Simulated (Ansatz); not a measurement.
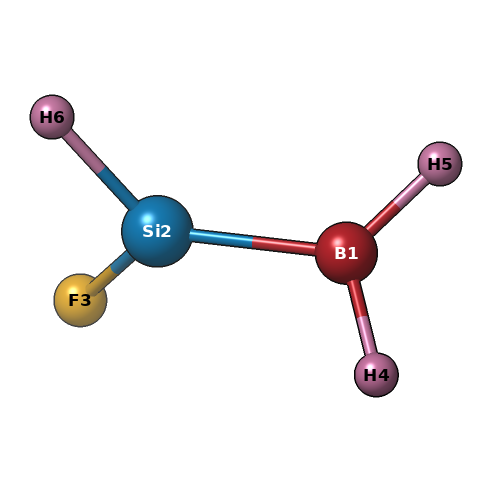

Simulated data, not a measurement (program: Ansatz).

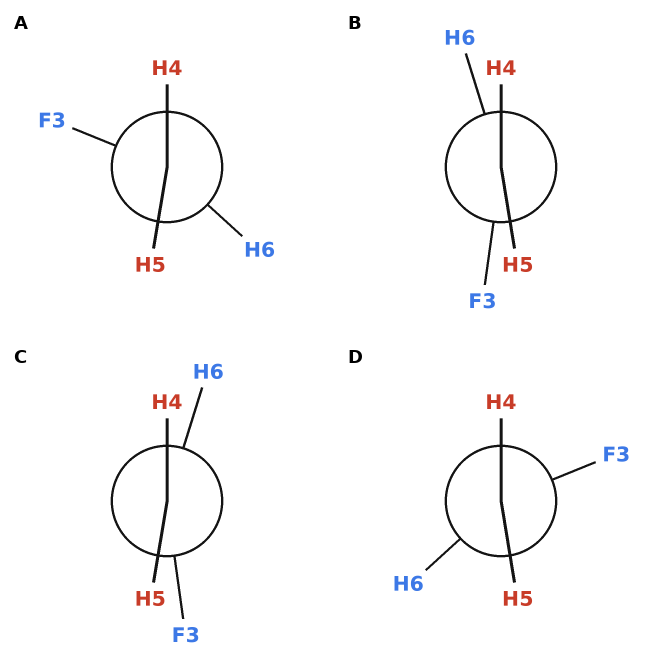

Atoms fade into the background with distance from the viewer. Bonds that would overlap in a projection are set slightly apart. State: charge −1, singlet. Geometry: moved along internal coordinates away from the minimum.

Which Newman projection shows the view along B1–Si2, with B1 in front?

Answer. A. The torsion angle H4–B1–Si2–F3 is −68°, synclinal (gauche).
